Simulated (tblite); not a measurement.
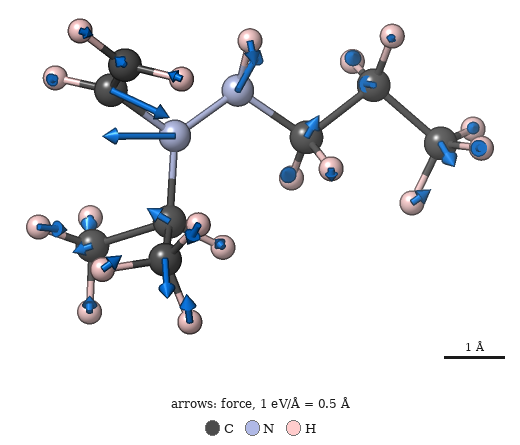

Starting geometry of C$_{8}$H$_{18}$N$_{2}$ with the computed forces as blue arrows. The picture is a ball-and-stick view, seen from a free direction.

The calculation used tblite 0.8.0, GFN2-xTB geometry optimisation, gas phase. 

What follows when this structure is relaxed?

It isn't relaxed: the largest force vector, on an N atom, is 2.64 eV/Å. The final displacements have little in common with the starting forces (cosine between the two patterns 0.11). The energy falls by 1.798 eV in 186 geometry steps. The largest move after the best rigid fit is that of an H atom, 2.24 Å. Largest moves by element: H 2.24 Å, C 1.09 Å, N 0.88 Å. Some distances before and after: C–N 1.453 → 1.372 Å, C–H 1.131 → 1.088 Å, C–H 1.111 → 1.087 Å, C–N 1.436 → 1.460 Å. Bond angles that change, for instance: N–N–C 125.1° → 113.3°, C–C–N 115.9° → 127.0°, N–C–H 122.6° → 113.4°. Groups turn about C–N by about 85°, C–C by about 30°.
